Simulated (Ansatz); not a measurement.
Dissociation curve of AlH, singlet.

- RKS-PBE0 = restricted PBE0/aug-cc-pVDZ (Ansatz, a program for electronic structure)
- RKS-B3LYP = restricted B3LYP/aug-cc-pVDZ run with Ansatz
- UCCSD(T) = CCSD(T) on UHF/aug-cc-pVDZ, frozen core in Ansatz
- UKS-PBE0 = unrestricted PBE0/aug-cc-pVDZ (Ansatz)
- UKS-B3LYP = unrestricted B3LYP/aug-cc-pVDZ (Ansatz)
- UCCSDT(Q) = CCSDT(Q) on UHF/aug-cc-pVDZ, frozen core (Ansatz)
- FCI = Ansatz with full CI/aug-cc-pVDZ, frozen core

Cost and accuracy over the 23 points of the scan, with FCI as yardstick. Costs are rough ratios of core time within Ansatz on shared cores, each with its mean field (Kohn-Sham runs search longer for lower solutions than correlated ones do); the miss is the largest error against full CI of the curve after the mean shift, in kJ/mol.

Which is the cheapest of these levels that stays within 10 kJ/mol of FCI?

UCCSD(T).

Which of them comes closest to FCI within 6 times the cost of the cheapest?

UKS-B3LYP, 6.9 kJ/mol off at most.

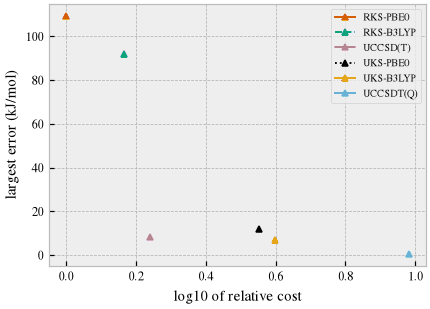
*Miss against cost, one point a level.*

```json
[
 {"level": "RKS-PBE0", "relative cost": "1", "largest error": "109.5"},
 {"level": "RKS-B3LYP", "relative cost": "1", "largest error": "92.1"},
 {"level": "UCCSD(T)", "relative cost": "2", "largest error": "8.1"},
 {"level": "UKS-PBE0", "relative cost": "4", "largest error": "12.1"},
 {"level": "UKS-B3LYP", "relative cost": "4", "largest error": "6.9"},
 {"level": "UCCSDT(Q)", "relative cost": "10", "largest error": "0.5"}
]
```

Costs within a factor of two of each other count as equal.

The restricted form behind RKS-PBE0, RKS-B3LYP keeps the bonding electrons paired and can't separate into open-shell fragments. The unrestricted determinant behind UCCSD(T), UCCSDT(Q) is spin-contaminated at 1.23 to 1.90, 2.52 to 6.61 Å (<S²> up to 1.0, against 0.00 for a pure singlet). The unrestricted determinant behind UKS-PBE0, UKS-B3LYP is spin-contaminated at 2.98 to 6.61 Å (<S²> up to 1.0, against 0.00 for a pure singlet).
